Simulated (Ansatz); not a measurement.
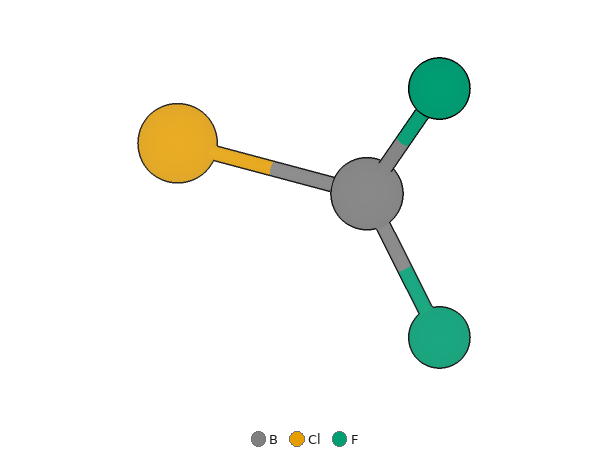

Every bond is drawn as one stick, whatever its order.

The computed structure is the end point of a PBE0-D4/def2-TZVP optimisation.

Count the atoms of each element.

BClF2, 4 atoms: 1 boron, 1 chlorine and 2 fluorine.

How many atoms are distinct by symmetry?

3: 1 B, 1 Cl, 2 F.

Count the bonded pairs by element.

2 B–F, 1 B–Cl. Sticks follow a distance rule.

Which point group does it belong to?

C2v.

More results for the same structure follow; atom numbers are the same in all pictures, views and colours differ.

Charges

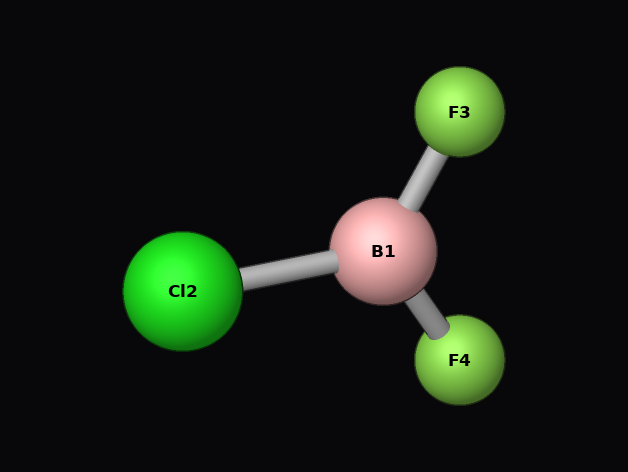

The questions are on Mulliken charges. Method: RKS PBE0-D4/def2-TZVP (Ansatz 0.2.0).

Give the Mulliken charges atom by atom.

```csv
atom,value (e)
B1,0.53
Cl2,−0.11
F3,−0.21
F4,−0.21
```

Electronic properties

Level of theory: RKS PBE0-D4/def2-TZVP (Ansatz 0.2.0).

Give the dipole moment at this level.

0.28 D.

Estimate the harmonic zero-point energy.

28.6 kJ/mol.

Vibrations

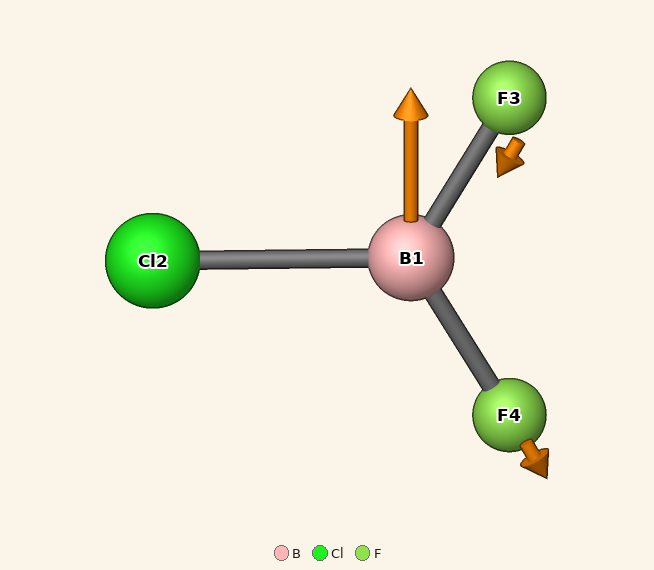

The arrows show one normal mode. Harmonic vibrations computed with RKS PBE0-D4/def2-TZVP (Ansatz 0.2.0) at a stationary point of the same level.

Describe the motion.

Mostly out-of-phase stretching of 2 B–F bonds.

Estimate its harmonic wavenumber.

1458 cm⁻¹; it is mode 6 of 6 counted from the lowest.

Thermal motion

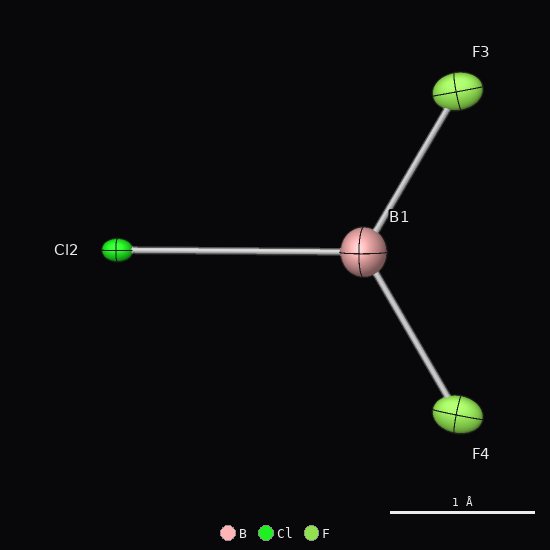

Displacement ellipsoids at the 50 % level, enlarged 3 times, from the internal vibrations of the free molecule (harmonic, no overall translation or rotation; no half-axis is drawn under 0.075 Å). Vibrations computed with RKS PBE0-D4/def2-TZVP (Ansatz 0.2.0). Temperature: 200 K.

Which atom moves most?

B1, with U_eq = 0.0017 Å².

List U_eq and the three principal root-mean-square amplitudes for each kind of atom.

| atom | U_eq (Å²) | rms amplitudes (Å) |
| --- | --- | --- |
| B1 | 0.0017 | 0.036, 0.038, 0.048 |
| Cl2 | 0.00031 | 0.004, 0.018, 0.024 |
| F3, F4 | 0.00082 | 0.010, 0.029, 0.039 |

Mulliken values depend strongly on the basis set and can even reverse the polarity of a bond.
